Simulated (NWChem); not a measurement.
# doublet [C4H6]+ at 6 levels

We compute a comparison of 6 runs (UB3LYP/6-31G*, U-r2SCAN/6-31G*, UBLYP/6-31G*, UM06-L/6-31G*, UPBE0/6-31G*, UTPSS/6-31G*) of doublet [C4H6]+. 

The calculation is run with NWChem 7.3.0.

1 further run of the same task is left out (set aside as unsound or not needed).

### Step 1. The molecule

[C4H6]+: 10 atoms, total charge +1, spin state doublet. SMILES of the parent species: `C=CC=C`. The shape is that of a PBE0-D4/def2-TZVP optimisation. That shape belongs to the parent species and isn't relaxed for this state.

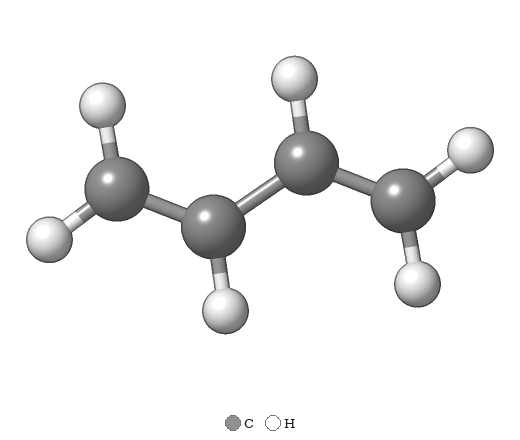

Viewed from a chosen angle; carbon grey, hydrogen white.

### Step 2. The energy at UB3LYP/6-31G(d) (spherical functions) (run 1)

Input file mymol.xyz:

```xyz
10
C4H6 energy
C     -1.238700     0.817200    -1.071400
C     -0.552400     0.453400     0.010700
C      0.569100    -0.463500    -0.010200
C      1.255300    -0.827500     1.072000
H     -0.984700     0.433100    -2.054200
H     -2.072000     1.506400    -1.011400
H     -0.830800     0.855200     0.982800
H      0.847600    -0.865200    -0.982300
H      1.001000    -0.443600     2.054900
H      2.088600    -1.516600     1.012000
```

Input file run.py:

```python
from ase.io import read
from ase.calculators.nwchem import NWChem

atoms = read('mymol.xyz')

calc = NWChem(
    label='mymol',
    theory='dft',
    memory='2200 mb',
    basis='6-31G*',
    basispar='spherical bse',
    charge=1,
    dft={'xc': 'b3lyp', 'mult': '2', 'grid': 'xfine', 'convergence': 'energy 1e-08', 'iterations': '100', 'mulliken': None, 'print': 'low'},
    task='energy',
)
atoms.calc = calc

e = atoms.get_potential_energy()
print(f"E = {e:.6f} eV")
```

The run is started by

```bash
export ASE_NWCHEM_COMMAND="nwchem PREFIX.nwi > PREFIX.nwo"
python run.py
```

Output:

```text
E = -4236.008991 eV
```

The calculator wrote mymol.nwi:

```
title "mymol"

permanent_dir mymol

scratch_dir mymol

start mymol

geometry units angstrom nocenter noautosym noautoz
  C  -1.2386999999999999e+00 8.1720000000000004e-01 -1.0713999999999999e+00
  C  -5.5240000000000000e-01 4.5340000000000003e-01 1.0699999999999999e-02
  C  5.6910000000000005e-01 -4.6350000000000002e-01 -1.0200000000000001e-02
  C  1.2553000000000001e+00 -8.2750000000000001e-01 1.0720000000000001e+00
  H  -9.8470000000000002e-01 4.3309999999999998e-01 -2.0541999999999998e+00
  H  -2.0720000000000001e+00 1.5064000000000000e+00 -1.0114000000000001e+00
  H  -8.3079999999999998e-01 8.5519999999999996e-01 9.8280000000000001e-01
  H  8.4760000000000002e-01 -8.6519999999999997e-01 -9.8229999999999995e-01
  H  1.0009999999999999e+00 -4.4359999999999999e-01 2.0548999999999999e+00
  H  2.0886000000000000e+00 -1.5165999999999999e+00 1.0120000000000000e+00
end

charge 1

memory 2200 mb

basis spherical bse noprint
   * library 6-31G*
end

dft
  xc b3lyp
  mult 2
  grid xfine
  convergence energy 1e-08
  iterations 100
  mulliken
  print low
end

task dft energy
```

mymol.nwo:

```text
Northwest Computational Chemistry Package (NWChem) 7.3.0
             --------------------------------------------------------

           Job information
           ---------------

    nwchem branch   = 7.3.0
    use scalapack   = T
    input           = mymol.nwi
    prefix          = mymol.
    data base       = mymol/mymol.db
    status          = startup
    nproc           =        1

           Memory information
           ------------------

    heap     =     72089594 doubles =      550.0 Mbytes
    stack    =     72089599 doubles =      550.0 Mbytes
    global   =    144179200 doubles =     1100.0 Mbytes (distinct from heap & stack)
    total    =    288358393 doubles =     2200.0 Mbytes
    verify   = yes
    hardfail = no

[... 36 lines left out ...]
            Nuclear Dipole moment (a.u.)
[... 87 lines left out ...]
   convergence    iter        energy       DeltaE   RMS-Dens  Diis-err    time
[... 13 lines left out ...]
         Total DFT energy =     -155.670460423246
      One electron energy =     -406.727117589924
           Coulomb energy =      170.545295436224
    Exchange-Corr. energy =      -23.629650841329
 Nuclear repulsion energy =      104.141012571784
[... 41 lines left out ...]
     ------------------------------------------
      Spin Density - Lowdin Population Analysis
     ------------------------------------------

    Atom       Charge   Shell Charges
 -----------   ------   -------------------------------------------------------
    1 C    6     0.43   0.00  0.01  0.25  0.00  0.17 -0.00
    2 C    6     0.09   0.00  0.00  0.05  0.00  0.03  0.01
    3 C    6     0.09   0.00  0.00  0.05  0.00  0.03  0.01
[... 6 lines of this table left out ...]
   10 H    1    -0.01  -0.01 -0.00

     --------------------------
     Expectation value of S2:
     --------------------------
      <S2> =      0.7661 (Exact =     0.7500)

 Task  times  cpu:       38.5s     wall:       38.5s
 Total times  cpu:       38.5s     wall:       38.5s
```

Wall time 40 s (1 thread of Intel Xeon 6975P-C (Granite Rapids), shared host); peak memory 0.14 GiB.

### Step 3. The energy at U-r2SCAN/6-31G(d) (spherical functions) (run 2)

Input file c4h6.nw:

```
start c4h6
title "C4H6 r2SCAN"
memory stack 880 mb heap 220 mb global 1100 mb
charge 1

geometry units angstrom noautosym nocenter noautoz
  C       -1.238700       0.817200      -1.071400
  C       -0.552400       0.453400       0.010700
  C        0.569100      -0.463500      -0.010200
  C        1.255300      -0.827500       1.072000
  H       -0.984700       0.433100      -2.054200
  H       -2.072000       1.506400      -1.011400
  H       -0.830800       0.855200       0.982800
  H        0.847600      -0.865200      -0.982300
  H        1.001000      -0.443600       2.054900
  H        2.088600      -1.516600       1.012000
end

basis spherical bse
  * library 6-31G*
end

dft
  xc r2scan
  mult 2
  grid xfine
  convergence energy 1e-08
  maxiter 100
  mulliken
end

task dft energy
```

The run is started by

```bash
nwchem c4h6.nw > c4h6.out
```

Output:

```text
[...]
          Wavefunction type:  spin polarized.
          No. of atoms     :    10
          No. of electrons :    29
[...]
          Charge           :     1
          Spin multiplicity:     2
[...]
          AO basis - number of functions:    68
[...]
              XC Information
              --------------
                      r^2SCAN Method XC Functional
               r^2SCAN metaGGA Exchange Functional  1.000
                     r^2SCAN Correlation Potential  1.000
[...]
 d= 0,ls=0.0,diis     1   -155.5068906179 -2.60D+02  6.17D-03  1.22D-01     4.7
[...]
 d= 0,ls=0.0,diis    12   -155.5604075427 -1.18D-09  1.03D-07  5.25D-11    58.7
[...]
         Total DFT energy =     -155.560407542729
      One electron energy =     -406.661919326299
           Coulomb energy =      170.470299949081
    Exchange-Corr. energy =      -23.509800737294
 Nuclear repulsion energy =      104.141012571784
[...]
      Total Density - Mulliken Population Analysis
     ---------------------------------------------
    Atom       Charge   Shell Charges
 -----------   ------   -------------------------------------------------------
    1 C    6     6.26   2.00  0.73  1.99  0.66  0.86  0.03
    2 C    6     6.07   2.00  0.71  2.02  0.52  0.77  0.04
    3 C    6     6.07   2.00  0.71  2.02  0.52  0.77  0.04
    4 C    6     6.26   2.00  0.73  1.99  0.66  0.86  0.03
    5 H    1     0.72   0.52  0.21
    6 H    1     0.71   0.51  0.20
    7 H    1     0.73   0.52  0.22
    8 H    1     0.73   0.52  0.22
    9 H    1     0.72   0.52  0.21
   10 H    1     0.71   0.51  0.20
[...]
      <S2> =      0.7735 (Exact =     0.7500)
[...]
```

It took 59 s on 1 thread of Intel Xeon 6975P-C (Granite Rapids), shared host; peak memory 0.14 GiB.

Runs 3 to 5 aren't shown in full; the table further down has their settings and results.

### Step 4. A single-point energy at UTPSS/6-31G(d) (spherical functions) (run 6)

Input file sp.nw:

```
start sp
memory stack 880 mb heap 220 mb global 1100 mb
charge 1
geometry units angstrom noautosym nocenter noautoz
   C     -1.238700     0.817200    -1.071400
   C     -0.552400     0.453400     0.010700
   C      0.569100    -0.463500    -0.010200
   C      1.255300    -0.827500     1.072000
   H     -0.984700     0.433100    -2.054200
   H     -2.072000     1.506400    -1.011400
   H     -0.830800     0.855200     0.982800
   H      0.847600    -0.865200    -0.982300
   H      1.001000    -0.443600     2.054900
   H      2.088600    -1.516600     1.012000
end
basis spherical bse
   * library 6-31G*
end
dft
   xc xtpss03 ctpss03
   mult 2
   grid xfine
   convergence energy 1e-08
   maxiter 100
   mulliken
   print medium
end
task dft energy
```

The run is started by

```bash
nwchem sp.nw > sp.out
```

Output:

```text
[...]
          Wavefunction type:  spin polarized.
          No. of atoms     :    10
          No. of electrons :    29
[...]
          Charge           :     1
          Spin multiplicity:     2
[...]
          AO basis - number of functions:    68
[...]
              XC Information
              --------------
                  TPSS metaGGA Exchange Functional  1.000
             TPSS03 metaGGA Correlation Functional  1.000
[...]
 d= 0,ls=0.0,diis     1   -155.6445661100 -2.60D+02  6.57D-03  1.17D-01     5.1
[...]
 d= 0,ls=0.0,diis    12   -155.7004052855 -1.28D-10  9.69D-08  4.69D-11    61.8
[...]
         Total DFT energy =     -155.700405285469
      One electron energy =     -406.748716003338
           Coulomb energy =      170.579983424915
    Exchange-Corr. energy =      -23.672685278830
 Nuclear repulsion energy =      104.141012571784
[...]
      Total Density - Mulliken Population Analysis
     ---------------------------------------------
    Atom       Charge   Shell Charges
 -----------   ------   -------------------------------------------------------
    1 C    6     6.24   2.00  0.73  2.00  0.65  0.83  0.03
    2 C    6     6.05   2.00  0.71  2.04  0.51  0.75  0.04
    3 C    6     6.05   2.00  0.71  2.04  0.51  0.75  0.04
    4 C    6     6.24   2.00  0.73  2.00  0.65  0.83  0.03
    5 H    1     0.74   0.53  0.21
    6 H    1     0.73   0.52  0.20
    7 H    1     0.75   0.53  0.22
    8 H    1     0.75   0.53  0.22
    9 H    1     0.74   0.53  0.21
   10 H    1     0.73   0.52  0.20
[...]
      <S2> =      0.7608 (Exact =     0.7500)
[...]
```

Wall time 62 s (1 thread of Intel Xeon 6975P-C (Granite Rapids), shared host); peak memory 0.14 GiB.

### Step 5. All runs side by side

| run | level | energy (Eh) | ⟨S²⟩ | wall time |
| --- | --- | --- | --- | --- |
| 1 | UB3LYP/6-31G* (spherical functions) | -155.670460 | 0.766 | 40 s |
| 2 | U-r2SCAN/6-31G* (spherical functions) | -155.560408 | 0.773 | 59 s |
| 3 | UBLYP/6-31G* (spherical functions) | -155.587374 | 0.756 | 35 s |
| 4 | UM06-L/6-31G* (spherical functions) | -155.636008 | 0.764 | 63 s |
| 5 | UPBE0/6-31G* (spherical functions) | -155.467188 | 0.774 | 40 s |
| 6 | UTPSS/6-31G* (spherical functions) | -155.700405 | 0.761 | 62 s |

### Step 6. Summary of results

```
                                 quantity          value
                      run 6: total energy  -155.70041 Eh
run 6: HOMO energy (highest over α and β)      -12.98 eV
 run 6: LUMO energy (lowest over α and β)      -11.64 eV
                              run 6: ⟨S²⟩          0.761
```

**Reading.** Totals of different functionals can't be ranked against each other. All runs together took 5 min, the longest 63 s.
